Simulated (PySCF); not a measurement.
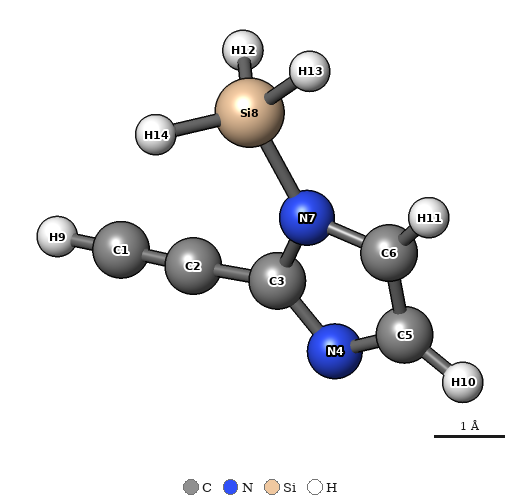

The input geometry of run A (ball-and-stick view, seen at a tilt; atoms are numbered from 1 in the order of the input). Bond lengths as drawn: C–C 1.21 to 1.42 Å, C–H 1.07 to 1.09 Å, C–N 1.32 to 1.38 Å, H–Si 1.49 Å and N–Si 1.79 Å.

## Two runs on C₅H₆N₂Si

System: C₅H₆N₂Si.
Method of run A: GIAO wB97X-D/pcSseg-1 NMR shielding, non-relativistic, gas phase (PySCF 2.14.0).

The geometry comes from this level: PBE0-D3(BJ)/def2-SVP. Text and figures count atoms from 1; the logs count them from 0 in places.

**Input, run A**
```
{"job": {"kind": "nmr", "xc": "wB97X-D", "basis": "pcSseg-1", "pop": false}, "charge": 0, "multiplicity": 1}
C     -2.530019    -1.994010     0.792694
C     -1.454435    -1.459156     0.620415
C     -0.227663    -0.770862     0.417647
N      0.972178    -1.301220     0.312260
C      1.817583    -0.251831     0.127069
C      1.120904     0.934821     0.120423
N     -0.202207     0.606356     0.307358
Si    -1.611900     1.701661     0.381955
H     -3.474211    -2.483778     0.945237
H      2.890661    -0.395047     0.006931
H      1.447898     1.965129     0.000865
H     -2.552230     1.377662    -0.723149
H     -1.040332     3.065332     0.215365
H     -2.280578     1.559776     1.702105
```

The first line tells a small driver script what to run in PySCF; the rest is the geometry in Å.

Launched with:
```bash
OMP_NUM_THREADS=1 python <driver script> task.json out
```

Hardware: 1 CPU thread, shared host.

**Output (run A)**
```
coarse grid: 12904 points
cycle   1  E = -592.7962658822  dE =  1.548e+00  |g| = 4.732e-01  |ddm| = 3.735e+00
cycle   2  E = -592.8045359714  dE = -8.270e-03  |g| = 5.120e-01  |ddm| = 9.718e-01
cycle   3  E = -592.8577038022  dE = -5.317e-02  |g| = 9.000e-02  |ddm| = 4.837e-01
cycle   4  E = -592.8593353934  dE = -1.632e-03  |g| = 4.030e-02  |ddm| = 1.000e-01
cycle   5  E = -592.8596800210  dE = -3.446e-04  |g| = 1.224e-02  |ddm| = 4.151e-02
cycle   6  E = -592.8597145712  dE = -3.455e-05  |g| = 3.769e-03  |ddm| = 1.472e-02
cycle   7  E = -592.8597187466  dE = -4.175e-06  |g| = 1.770e-03  |ddm| = 5.296e-03
final grid: 122184 points
cycle   8  E = -592.9122982482  dE = -1.415e-04  |g| = 6.495e-03  |ddm| = 8.808e-02
cycle   9  E = -592.9122978624  dE =  3.858e-07  |g| = 7.012e-03  |ddm| = 1.139e-02
cycle  10  E = -592.9123074082  dE = -9.546e-06  |g| = 8.216e-04  |ddm| = 4.382e-03
cycle  11  E = -592.9123075288  dE = -1.205e-07  |g| = 5.571e-04  |ddm| = 1.213e-03
cycle  12  E = -592.9123076022  dE = -7.340e-08  |g| = 1.198e-04  |ddm| = 6.446e-04
cycle  13  E = -592.9123076063  dE = -4.150e-09  |g| = 4.196e-05  |ddm| = 1.837e-04
cycle  14  E = -592.9123076070  dE = -6.637e-10  |g| = 2.411e-05  |ddm| = 7.857e-05
converged SCF energy = -592.9123076070

GIAO shielding tensors (ppm)
atom      isotropic    diamagn.    paramagn.     s11        s22        s33       span
  0 C       96.416     260.736    -164.320     21.973     50.507    216.767    194.794
  1 C      106.563     247.318    -140.755     10.114     12.454    297.119    287.005
  2 C       44.988     253.627    -208.639    -30.296     61.465    103.794    134.089
  3 N      -65.771     332.616    -398.388   -313.253   -121.149    237.087    550.340
  4 C       46.305     255.708    -209.403    -32.487     44.861    126.541    159.029
  5 C       55.069     253.470    -198.401    -26.128     62.015    129.322    155.450
  6 N       76.866     334.680    -257.814    -32.645     77.362    185.880    218.525
  7 Si     399.334     878.873    -479.539    373.422    379.649    444.932     71.510
  8 H       28.099      32.323      -4.224     23.516     24.490     36.290     12.774
  9 H       24.144      30.476      -6.331     21.388     24.432     26.614      5.226
 10 H       24.542      31.416      -6.874     21.516     24.816     27.293      5.778
 11 H       26.382      28.578      -2.196     22.821     25.231     31.093      8.273
 12 H       26.503      28.554      -2.051     22.367     25.876     31.267      8.899
 13 H       26.366      28.017      -1.651     22.787     25.271     31.040      8.253
```

Run B used a changed input.

**The two runs side by side**

```tsv
quantity	run A	run B
outcome	converged	converged
total energy (hartree)	−592.912308	−592.548568
HOMO (eV)	−8.34	−6.60
LUMO (eV)	0.89	−0.82
dipole moment (D)	3.82	3.75
shielding of C1 (ppm)	96.4	96.0
shielding of C2 (ppm)	106.6	105.7
shielding of C3 (ppm)	45.0	46.7
shielding of N4 (ppm)	−65.8	−64.9
shielding of C5 (ppm)	46.3	47.0
shielding of C6 (ppm)	55.1	56.2
shielding of Si8 (ppm)	399.3	400.3
SCF iterations	14	14
basis functions	173	173
wall time (shared host)	22 s	19 s
```

What was changed in the input?

The change (lines with − go, lines with + come):
```diff
-"xc": "wB97X-D"
+"xc": "PBE0"
-"pop": false
```

The total energies belong to different methods, so their difference says nothing on which is more stable or more accurate. The HOMO goes from −8.34 to −6.60 eV. The LUMO goes from 0.89 to −0.82 eV. The dipole moment goes from 3.82 to 3.75 D. Of all shieldings, the largest change is that of C3, by +1.7 ppm. The functional changes from wB97X-D to PBE0. The number of SCF iterations is the same.

**Output (run B)**
```
coarse grid: 12904 points
cycle   1  E = -592.4525474319  dE =  1.334e+00  |g| = 4.412e-01  |ddm| = 3.745e+00
cycle   2  E = -592.4055738382  dE =  4.697e-02  |g| = 6.458e-01  |ddm| = 1.195e+00
cycle   3  E = -592.4978531596  dE = -9.228e-02  |g| = 1.502e-01  |ddm| = 7.724e-01
cycle   4  E = -592.5025871961  dE = -4.734e-03  |g| = 4.361e-02  |ddm| = 1.468e-01
cycle   5  E = -592.5029186993  dE = -3.315e-04  |g| = 2.033e-02  |ddm| = 4.152e-02
cycle   6  E = -592.5030096482  dE = -9.095e-05  |g| = 6.616e-03  |ddm| = 2.040e-02
cycle   7  E = -592.5030194815  dE = -9.833e-06  |g| = 2.637e-03  |ddm| = 6.424e-03
final grid: 122184 points
cycle   8  E = -592.5485536109  dE = -2.357e-05  |g| = 7.866e-03  |ddm| = 6.346e-02
cycle   9  E = -592.5485309433  dE =  2.267e-05  |g| = 1.280e-02  |ddm| = 1.607e-02
cycle  10  E = -592.5485665798  dE = -3.564e-05  |g| = 2.154e-03  |ddm| = 9.884e-03
cycle  11  E = -592.5485677194  dE = -1.140e-06  |g| = 5.862e-04  |ddm| = 2.268e-03
cycle  12  E = -592.5485677989  dE = -7.953e-08  |g| = 1.597e-04  |ddm| = 5.333e-04
cycle  13  E = -592.5485678042  dE = -5.334e-09  |g| = 6.427e-05  |ddm| = 1.804e-04
cycle  14  E = -592.5485678051  dE = -8.705e-10  |g| = 2.202e-05  |ddm| = 7.394e-05
converged SCF energy = -592.5485678051

GIAO shielding tensors (ppm)
atom      isotropic    diamagn.    paramagn.     s11        s22        s33       span
  0 C       96.036     260.377    -164.341     22.902     52.810    212.397    189.494
  1 C      105.662     244.731    -139.069     11.218     13.104    292.663    281.445
  2 C       46.687     253.543    -206.856    -24.356     61.122    103.293    127.649
  3 N      -64.870     332.008    -396.878   -313.861   -117.420    236.673    550.534
  4 C       47.024     255.511    -208.487    -29.417     44.354    126.134    155.551
  5 C       56.183     252.842    -196.659    -21.721     61.319    128.951    150.672
  6 N       77.223     334.352    -257.129    -30.897     77.483    185.084    215.981
  7 Si     400.314     879.020    -478.706    374.337    380.174    446.431     72.094
  8 H       27.938      32.515      -4.577     23.479     24.448     35.888     12.410
  9 H       24.025      30.486      -6.461     21.289     24.318     26.467      5.178
 10 H       24.450      31.340      -6.890     21.397     24.761     27.192      5.795
 11 H       26.187      28.311      -2.124     22.606     25.016     30.940      8.334
 12 H       26.317      28.405      -2.088     22.135     25.734     31.081      8.947
 13 H       26.172      27.783      -1.611     22.573     25.056     30.886      8.314
```
